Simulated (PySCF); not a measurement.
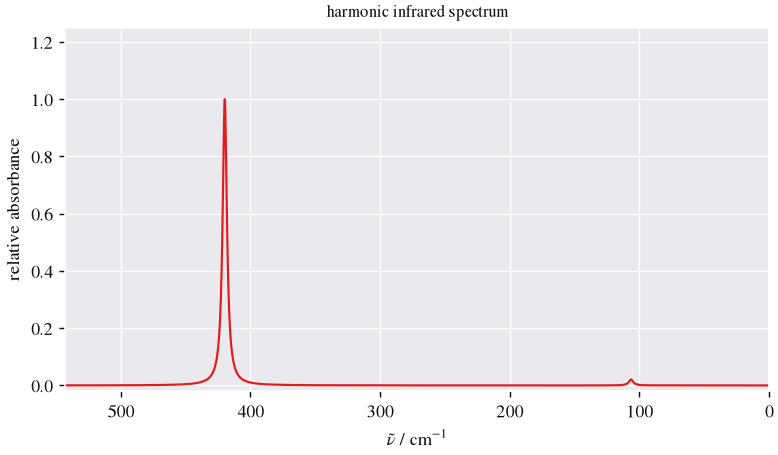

Unscaled harmonic wavenumbers and double-harmonic intensities, PBE/def2-TZVP (ECP) in PySCF 2.14.0, isolated molecule. Structures are the lowest points that the searches found. Degenerate modes count as one line, with their intensities summed. Lorentzian lines of 4 cm⁻¹ full width. Close modes add up in the curve.

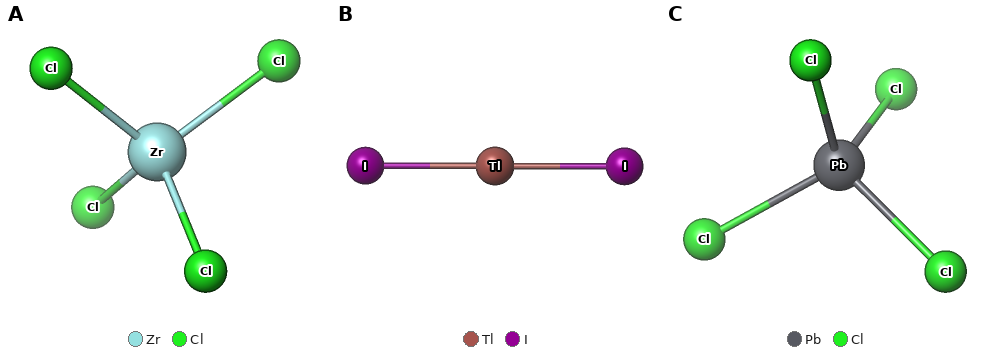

**Whose IR spectrum is this? The candidates are drawn in the second picture. Charge and spin: A neutral singlet; B +1 singlet; C neutral singlet.**

Structure A, ZrCl₄, singlet. It has its most intense lines at 419.7 cm⁻¹.
